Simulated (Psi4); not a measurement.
# CH3OSi (SMILES O=C[SiH2]): levels of theory compared

Wanted: a comparison of 4 runs (UHF/STO-3G, UBP86/6-31G, UPBE-D4/cc-pVDZ, UPBE/cc-pVDZ) of CH3OSi. 

Program for the calculation: Psi4 1.11.

1 further run of the same task is left out (set aside as unsound or not needed).

## Step 1: The structure to begin with

CH3OSi: 6 atoms, total charge 0, spin state doublet. As SMILES, `O=C[SiH2]`. The shape is that of a GFN2-xTB optimisation.

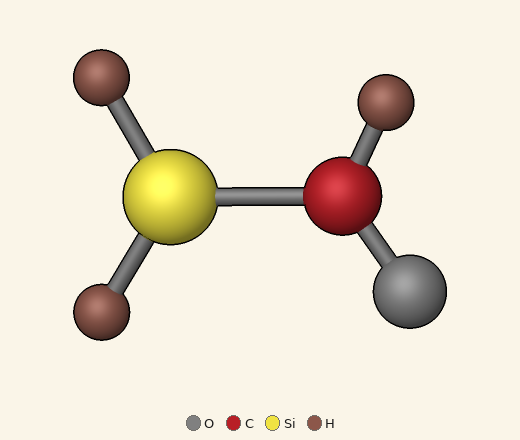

The structure, seen from a chosen angle (oxygen grey, carbon red, silicon yellow, hydrogen brown).

## Step 2: Energy and forces at UHF/STO-3G (run 1)

File input.json:

```json
{
  "schema_name": "qcschema_input",
  "schema_version": 1,
  "molecule": {
    "schema_name": "qcschema_molecule",
    "schema_version": 2,
    "symbols": ["O", "C", "Si", "H", "H", "H"],
    "geometry": [-0.76628394, -3.16306138, 1.73036552, -0.45857984, -1.77522762, -0.1083191, 0.41481378, 1.59504223, 0.11189068, -0.71337161, -2.55685614, -2.03740822, 0.72246119, 3.03707334, -2.20230572, 0.80096042, 2.86304846, 2.50575794],
    "molecular_charge": 0,
    "molecular_multiplicity": 2,
    "fix_symmetry": "c1"
  },
  "driver": "gradient",
  "model": {
    "method": "hf",
    "basis": "STO-3G"
  },
  "keywords": {
    "reference": "uhf",
    "puream": true,
    "e_convergence": 1e-09,
    "d_convergence": 1e-08,
    "scf_type": "pk",
    "maxiter": 200,
    "scf_properties": ["WIBERG_LOWDIN_INDICES", "MULLIKEN_CHARGES", "LOWDIN_CHARGES"]
  }
}
```

Started as:

```bash
psi4 --qcschema input.json -n 1 --memory 1600MB
```

stdout:

```text
[...]
  Running in c1 symmetry.
[...]
  Nuclear repulsion =   89.590700435700484
[...]
  Multiplicity = 2
[...]
  Nalpha       = 16
  Nbeta        = 15
[...]
    Number of basis functions: 22
[...]
   @UHF iter   1:  -398.31795311354421   -2.07598e+00   1.84197e-02 ADIIS/DIIS
[...]
   @UHF iter  20:  -398.50432689477265   -1.02318e-12   3.37776e-09 DIIS
[...]
   @S^2 Observed:                1.081150458E+00
[...]
  @UHF Final Energy:  -398.50432689477265
   => Energetics <=
    Nuclear Repulsion Energy =             89.5907004357004837
    One-Electron Energy =                -732.1318750643634985
    Two-Electron Energy =                 244.0368477338903972
    Total Energy =                       -398.5043268947726460
  UHF NO Occupations:
  HONO-2 :   14  A 1.9922801
  HONO-1 :   15  A 1.8336812
[...]
 Multipole Moments:
 ------------------------------------------------------------------------------------
     Multipole            Electronic (a.u.)      Nuclear  (a.u.)        Total (a.u.)
 ------------------------------------------------------------------------------------
 L = 1.  Multiply by 2.5417464519 to convert [e a0] to [Debye]
 Dipole X            :         -0.4144863            0.5406274            0.1261411
 Dipole Y            :         -1.7478130            2.2775816            0.5297686
 Dipole Z            :          1.1823971           -1.5614253           -0.3790282
 Magnitude           :                                                    0.6634973
[...]
  Mulliken Charges: (a.u.)
   Center  Symbol    Alpha    Beta     Spin     Total
       1     O     4.45725  3.73075  0.72650 -0.18801
       2     C     2.63316  3.43863 -0.80548 -0.07179
       3    SI     7.35537  6.15808  1.19730  0.48655
       4     H     0.50662  0.46169  0.04493  0.03169
       5     H     0.52580  0.60725 -0.08145 -0.13306
       6     H     0.52180  0.60360 -0.08180 -0.12540
   Total alpha = 16.00000, Total beta = 15.00000, Total charge =  0.00000
  Lowdin Charges: (a.u.)
   Center  Symbol    Alpha    Beta     Spin     Total
[...]
  -Total Gradient:
     Atom            X                  Y                   Z
    ------   -----------------  -----------------  -----------------
       1        0.013933867932     0.062181520307    -0.075778136617
       2       -0.017134953256    -0.075156972484     0.076066510209
       3       -0.000878304545    -0.003573862358     0.006772032102
       4       -0.000810213068    -0.002365497772    -0.005239464771
       5        0.002169003213     0.009932821670    -0.016385240289
       6        0.002720599725     0.008981990639     0.014564299367
[...]
```

The result, in JSON:

```text
{
 "driver": "gradient",
 "model": {
  "method": "hf",
  "basis": "STO-3G"
 },
 "success": true,
 "return_result": [0.013933867931545343, 0.062181520306706206, -0.07577813661734589, -0.017134953255712647, -0.07515697248393607, 0.07606651020850758, -0.0008783045454633879, -0.0035738623582341512, 0.006772032101648895, -0.0008102130683750944, -0.0023654977718391423, -0.005239464771423175, 0.002169003212774665, 0.009932821669639935, -0.01638524028870661, 0.0027205997251929376, 0.008981990638758486, 0.014564299366988165],
 "properties": {
  "calcinfo_nbasis": 22,
  "calcinfo_nmo": 22,
  "calcinfo_nalpha": 16,
  "calcinfo_nbeta": 15,
  "calcinfo_natom": 6,
  "nuclear_repulsion_energy": 89.59070043570048,
  "return_energy": -398.50432689477265,
  "return_gradient": [0.013933867931545343, 0.062181520306706206, -0.07577813661734589, -0.017134953255712647, -0.07515697248393607, 0.07606651020850758, -0.0008783045454633879, -0.0035738623582341512, 0.006772032101648895, -0.0008102130683750944, -0.0023654977718391423, -0.005239464771423175, 0.002169003212774665, 0.009932821669639935, -0.01638524028870661, 0.0027205997251929376, 0.008981990638758486, 0.014564299366988165],
  "scf_one_electron_energy": -732.1318750643635,
  "scf_two_electron_energy": 244.0368477338904,
  "scf_dipole_moment": [0.12614110920455485, 0.529768591090201, -0.37902818862132204],
  "scf_total_energy": -398.50432689477265,
  "scf_total_gradient": [0.013933867931545343, 0.062181520306706206, -0.07577813661734589, -0.017134953255712647, -0.07515697248393607, 0.07606651020850758, -0.0008783045454633879, -0.0035738623582341512, 0.006772032101648895, -0.0008102130683750944, -0.0023654977718391423, -0.005239464771423175, 0.002169003212774665, 0.009932821669639935, -0.01638524028870661, 0.0027205997251929376, 0.008981990638758486, 0.014564299366988165],
  "scf_iterations": 20
 }
}
```

Run time: 1.6 s. Hardware: 1 thread of Intel Xeon Platinum 8488C (Sapphire Rapids), shared host; peak memory 0.18 GiB.

## Step 3: Energy and gradient at UBP86/6-31G (run 2)

File calc.dat:

```
memory 1.6 GB

molecule system {
  0 2
  O
  C 1 1.22987
  Si 2 1.846065 1 124.06302
  H 2 1.109664 1 119.28339 3 -179.94936
  H 3 1.452069 2 118.85101 4 -0.02165
  H 3 1.448008 5 118.5852 2 -179.86538
  units angstrom
  symmetry c1
}

set basis 6-31G
set reference uks
set puream true
set e_convergence 1e-09
set d_convergence 1e-08
set scf_type pk
set dft_radial_points 99
set dft_spherical_points 590
set maxiter 200

result, w = gradient("bp86", return_wfn=True)
oeprop(w, "QUADRUPOLE", "DIPOLE", "WIBERG_LOWDIN_INDICES", title="BP86")
```

Started as:

```bash
psi4 calc.dat calc.out -n 1
```

calc.out:

```text
[...]
  Running in c1 symmetry.
[...]
  Nuclear repulsion =   89.590703919207044
[...]
  Multiplicity = 2
[...]
  Nalpha       = 16
  Nbeta        = 15
[...]
    Number of basis functions: 37
[...]
   @UKS iter   1:  -404.25947749905004   -1.20974e-01   1.77020e-02 ADIIS/DIIS
[...]
   @UKS iter  14:  -404.49399947850912   -5.11591e-13   2.49946e-09 DIIS
[...]
   @S^2 Observed:                7.548444462E-01
[...]
  @UKS Final Energy:  -404.49399947850912
   => Energetics <=
    Nuclear Repulsion Energy =             89.5907039192070442
    One-Electron Energy =                -735.0523619476416570
    Two-Electron Energy =                 276.9735268627796927
    DFT Exchange-Correlation Energy =     -36.0058683128542256
    Empirical Dispersion Energy =           0.0000000000000000
    VV10 Nonlocal Energy =                  0.0000000000000000
    Total Energy =                       -404.4939994785091244
[...]
  -Total Gradient:
     Atom            X                  Y                   Z
    ------   -----------------  -----------------  -----------------
       1       -0.000018904545     0.001395402628     0.048861742753
       2        0.000070586421    -0.013595654819    -0.026673500470
       3       -0.000068700880    -0.001521680311    -0.002917875517
       4       -0.000032855318    -0.003770649177    -0.007362243683
       5        0.000020117213    -0.000759344507    -0.020687591866
       6        0.000029780361     0.018246051208     0.008776443152
[...]
 Multipole Moments:
 ------------------------------------------------------------------------------------
     Multipole            Electronic (a.u.)      Nuclear  (a.u.)        Total (a.u.)
 ------------------------------------------------------------------------------------
 L = 1.  Multiply by 2.5417464519 to convert [e a0] to [Debye]
 Dipole X            :          0.0028989           -0.0034384           -0.0005395
 Dipole Y            :          0.6295044           -0.8973604           -0.2678560
 Dipole Z            :         -1.6464811            2.6669150            1.0204339
 Magnitude           :                                                    1.0550036
 L = 2.  Multiply by 1.3450342976 to convert [e a0^2] to [Debye ang]
 Quadrupole XX       :        -18.9781976            0.0000231          -18.9781745
 Quadrupole XY       :         -0.0134053            0.0136724            0.0002671
[...]
```

Run time: 8.1 s. Hardware: 1 thread of Intel Xeon Platinum 8488C (Sapphire Rapids), shared host; peak memory 0.54 GiB.

Run 3 isn't shown in full; the table further down has it.

## Step 4: The energy at UPBE/cc-pVDZ (DKH3, ddCOSMO benzene) (run 4)

File input.json:

```json
{
 "schema_name": "qcschema_input",
 "schema_version": 1,
 "molecule": {
  "schema_name": "qcschema_molecule",
  "schema_version": 2,
  "symbols": ["O", "C", "Si", "H", "H", "H"],
  "geometry": [-0.76628394, -3.16306138, 1.73036552, -0.45857984, -1.77522762, -0.1083191, 0.41481378, 1.59504223, 0.11189068, -0.71337161, -2.55685614, -2.03740822, 0.72246119, 3.03707334, -2.20230572, 0.80096042, 2.86304846, 2.50575794],
  "molecular_charge": 0,
  "molecular_multiplicity": 2,
  "fix_symmetry": "c1",
  "fix_com": true,
  "fix_orientation": true
 },
 "driver": "energy",
 "model": {
  "method": "pbe",
  "basis": "cc-pVDZ"
 },
 "keywords": {
  "reference": "uks",
  "scf_type": "direct",
  "relativistic": "dkh",
  "dkh_order": 3,
  "ddx": true,
  "ddx_model": "cosmo",
  "ddx_solvent": "benzene",
  "ddx_radii_set": "uff"
 }
}
```

Started as:

```bash
psi4 --qcschema input.json -n 1 --memory 1600MB
```

stdout:

```text
[...]
  Running in c1 symmetry.
[...]
  Nuclear repulsion =   89.590700435700484
[...]
  Multiplicity = 2
[...]
  Nalpha       = 16
  Nbeta        = 15
[...]
    Number of basis functions: 61
[...]
   @DF-UKS iter   1:  -404.59662299360963   -1.46436e-01   1.11201e-02 ADIIS/DIIS
[...]
   @UKS iter  14:  -404.85707619179942   -1.07244e-08   4.29716e-07 DIIS
[...]
   @S^2 Observed:                7.560431775E-01
[...]
    Orbital Energies [Eh]
    ---------------------
    Alpha Occupied:
       1A    -65.618644     2A    -18.786477     3A     -9.979958
       4A     -5.103750     5A     -3.497068     6A     -3.491280
       7A     -3.490999     8A     -0.954517     9A     -0.574636
      10A     -0.479410    11A     -0.400474    12A     -0.367468
      13A     -0.355054    14A     -0.336380    15A     -0.200995
      16A     -0.186279
    Alpha Virtual:
      17A     -0.061255    18A     -0.011162    19A      0.020203
      20A      0.039174    21A      0.099481    22A      0.187521
      23A      0.227335    24A      0.252529    25A      0.262912
[...]
  @UKS Final Energy:  -404.85707619179942
   => Energetics <=
    Nuclear Repulsion Energy =             89.5907004357004837
    One-Electron Energy =                -736.0850262182034385
    Two-Electron Energy =                 277.3559640106341249
    DFT Exchange-Correlation Energy =     -35.7164441424503423
    Empirical Dispersion Energy =           0.0000000000000000
    VV10 Nonlocal Energy =                  0.0000000000000000
    DD Solvation Energy =                 -0.0022702774802692
    Total Energy =                       -404.8570761917994218
[...]
 Multipole Moments:
 ------------------------------------------------------------------------------------
     Multipole            Electronic (a.u.)      Nuclear  (a.u.)        Total (a.u.)
 ------------------------------------------------------------------------------------
 L = 1.  Multiply by 2.5417464519 to convert [e a0] to [Debye]
 Dipole X            :          2.4652761           -2.2643076            0.2009685
 Dipole Y            :         11.1271506          -10.2819999            0.8451508
 Dipole Z            :        -13.6216492           13.0255231           -0.5961261
 Magnitude           :                                                    1.0535817
[...]
```

The result, in JSON:

```text
{
 "driver": "energy",
 "model": {
  "method": "pbe",
  "basis": "cc-pVDZ"
 },
 "success": true,
 "return_result": -404.8570761917994,
 "properties": {
  "calcinfo_nbasis": 61,
  "calcinfo_nmo": 61,
  "calcinfo_nalpha": 16,
  "calcinfo_nbeta": 15,
  "calcinfo_natom": 6,
  "nuclear_repulsion_energy": 89.59070043570048,
  "return_energy": -404.8570761917994,
  "scf_one_electron_energy": -736.0850262182034,
  "scf_two_electron_energy": 277.3559640106341,
  "scf_xc_energy": -35.71644414245034,
  "scf_dipole_moment": [0.20096850704617664, 0.8451507528760853, -0.5961260848226981],
  "scf_total_energy": -404.8570761917994,
  "scf_iterations": 14
 }
}
```

Wall time 17 s (1 thread of Intel Xeon Platinum 8488C (Sapphire Rapids), shared host); peak memory 0.51 GiB.

## Step 5: Overview of the runs

| run | level | integration grid | task | energy (Eh) | dipole moment (D) | HOMO energy (eV) | LUMO energy (eV) | wall time |
| --- | --- | --- | --- | --- | --- | --- | --- | --- |
| 1 | UHF/STO-3G | – | gradient | -398.504327 | 1.69 | -5.69 | 7.28 | 1.6 s |
| 2 | UBP86/6-31G | 99 radial × 590 angular | gradient | -404.493999 | 2.68 | -5.34 | -4.12 | 8.1 s |
| 3 | UPBE-D4/cc-pVDZ (DKH3, ddCOSMO benzene) | 75 radial × 302 angular | energy | -404.860542 | 2.68 | -5.07 | -3.80 | 19 s |
| 4 | UPBE/cc-pVDZ (DKH3, ddCOSMO benzene) | 75 radial × 302 angular | energy | -404.857076 | 2.68 | -5.07 | -3.80 | 17 s |

## Step 6: What came out

| quantity | value |
| --- | --- |
| run 4: total energy | -404.85708 Eh |
| run 4: dipole moment | 2.68 D |
| run 4: HOMO energy (highest over α and β) | -5.07 eV |
| run 4: LUMO energy (lowest over α and β) | -3.80 eV |
| run 4: solvent term in the energy | -6.0 kJ/mol |
| run 4: ⟨S²⟩ | 0.756 |

What this shows: The dipole moment (its size) runs from 1.69 D (UHF/STO-3G) to 2.68 D (UBP86/6-31G). The two ends differ in method and basis. Totals of different functionals can't be ranked against each other. Some runs of one species differ in core potentials or relativity; totals across that change don't compare. In run 1 the basis is minimal, so the values are rough. Spin contamination of the reference: run 1 ⟨S²⟩ = 1.08. All runs together took 45 s, the longest 19 s.
